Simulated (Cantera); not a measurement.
Input: 1 mol Ti(OiPr)4, 18 mol O2, 1.1 mol H2, held at 0.000110 bar.

Equilibrium computed with Cantera from the NASA thermochemical tables; the gas is ideal and each condensed phase is pure. Candidate condensed phases: C, C6H6, C7H8, C8H18, H2O, Ti, TiC, TiO, TiO2, Ti2O3, Ti3O5, Ti4O7; 113 gas species. The feed counts by its element totals alone. Kinetics and transport are ignored.

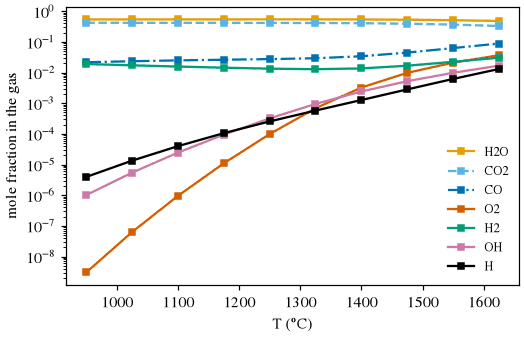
Figure. Equilibrium gas composition (values under 1e-9 drawn at 1e-9)

Problem. Read off the mole fractions at 1550 °C.

Solution. H2O about 0.51, CO2 about 0.37, CO about 0.063, H2 about 0.022, O2 about 0.021, OH about 0.0098, H about 0.0062.
